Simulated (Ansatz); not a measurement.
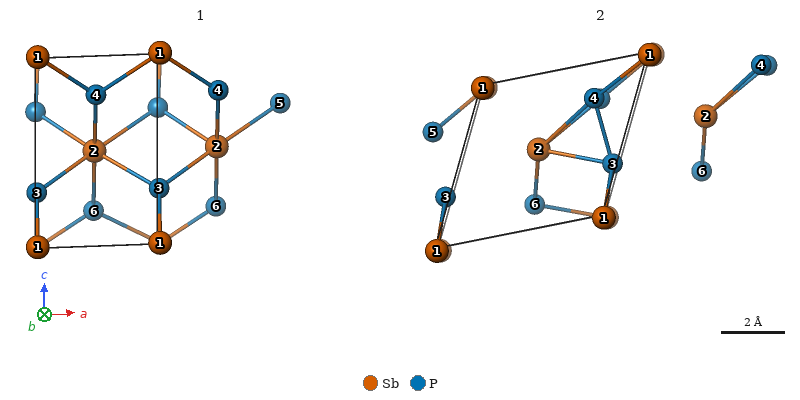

Two geometries of a crystal of SbP₂ (built on the rutile_136 type) (coarse preliminary run), drawn at one scale. One is the start of a relaxation, the other its converged end. A ball-and-stick model of the cell of the calculation, repeated 2 × 1 × 1 with one cell outlined, seen along the b axis.

Method: Ansatz 0.2.0, DFT PBE, scalar-relativistic, plane waves, PAW. Set-up: plane-wave cutoff 420 eV; k-point mesh 6 × 4 × 4; occupations gaussian; smearing width 0.1 eV; no spin polarisation; cell and atoms relaxed; force threshold 0.015 eV/Å; at most 120 steps.

Which of the two is the end point?

Answer. Structure 2 is the relaxed one. Over 46 accepted moves (55 points after the start) the energy falls by 3.918 eV per cell of the calculation. Largest force component: 1.1 eV/Å at the start, 0.0088 eV/Å at the end. Pressure: 2.94 GPa at the start and −0.02 GPa at the end. The line search rejected the trial steps at points 15, 20, 27, 30, 46, 48 of the run. At 3 points the geometry stayed and the basis and grid were re-selected for the new cell (energy shift of 0.145 eV per cell of the calculation at most each time). The largest move relative to the cell is that of P5, 1.30 Å roughly along [−3 −1 1]. Largest moves by element: P 1.30 Å, Sb 0.15 Å. The drawn cell changes as follows: a 3.925 → 5.459 Å (+39.1 %), b 6.155 → 5.985 Å (−2.8 %), c 6.095 → 5.427 Å (−11.0 %), α 91.0° → 90.8°, β 88.0° → 63.0°, γ 89.4° → 88.1°; the volume changes by +7.3 %. Among the contacts that change: P3–P4 3.665 → 2.249 Å, P4–P5 3.636 → 2.274 Å, Sb1–P4 2.586 → 3.904 Å, P5–P6 3.524 → 2.238 Å. Bonds break: Sb1–P4 (2.59 → 3.90 Å), Sb1–P6 (2.44 → 3.54 Å), Sb2–P3 (2.59 → 3.54 Å), Sb2–P5 (2.57 → 3.48 Å). Among the angles between lasting bonds that change: Sb1–P4–Sb2 133.2° → 176.0°, P4–Sb2–P6 178.6° → 145.0°, Sb1–P3–Sb2 129.8° → 108.2°. The space group stays P1 (No. 1). The run took 12 min on 1 thread of Intel(R) Xeon(R) 6975P-C (Granite Rapids), on a shared host, peak memory 0.56 GiB.
